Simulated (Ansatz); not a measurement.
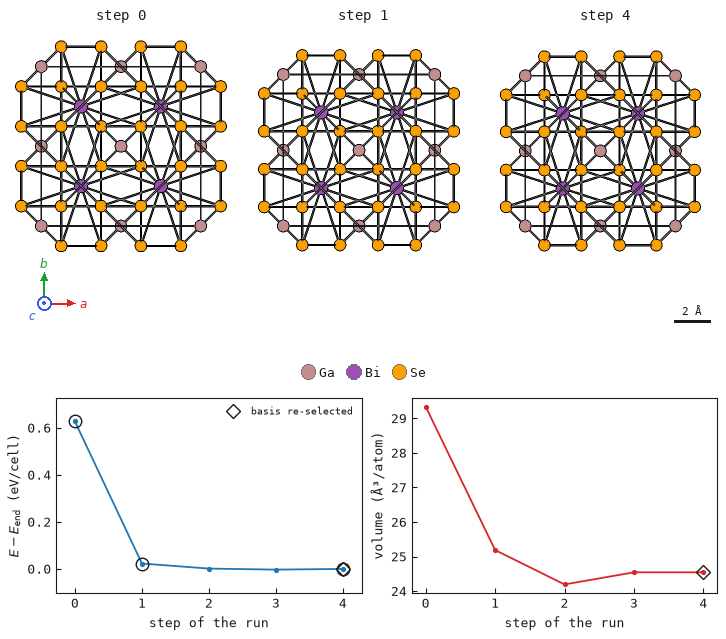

Frames of a relaxation of crystalline GaBiSe4 (a generated structure, set up in F-43m) (coarse preliminary run), marked on the history of the run. A ball-and-stick model of the conventional cell (4 times the calculation's cell), seen along the c axis. Lengths and directions refer to the drawn axes.

All numbers below come from Ansatz 0.2.0, DFT PBE, scalar-relativistic, plane waves, PAW. Settings: plane-wave cutoff 420 eV; k-point mesh 4 × 4 × 4; occupations gaussian; smearing width 0.1 eV; no spin polarisation; cell and atoms relaxed; force threshold 0.04 eV/Å; at most 70 steps.

Q: What happens along the run?

A: After 3 accepted moves (4 points after the start) the energy has fallen by 0.627 eV per cell of the calculation. Largest force component: 0.047 eV/Å at the start, 0.0088 eV/Å at the end. Pressure: −5.78 GPa at the start and −0.05 GPa at the end. At 1 point the geometry stayed and the basis and grid were re-selected for the new cell (energy shift of 3.0 meV per cell of the calculation at most each time). The largest moves relative to the cell, 0.037 Å, are those of Se atoms. Bi and Ga stay in place. Cell: a = b = c 8.897 → 8.383 Å (−5.8 %). Volume −16.3 %. Some distances before and after: Se–Se 3.147 → 2.905 Å, Bi–Se 3.688 → 3.482 Å, Se–Se 3.144 → 3.022 Å. The space group stays F-43m (No. 216). From step 0 to 1: volume −14.1 %, energy −0.604 eV per cell of the calculation. From step 1 to 4: Se atoms move most (0.03 Å), volume −2.6 %, energy −23.0 meV per cell of the calculation.
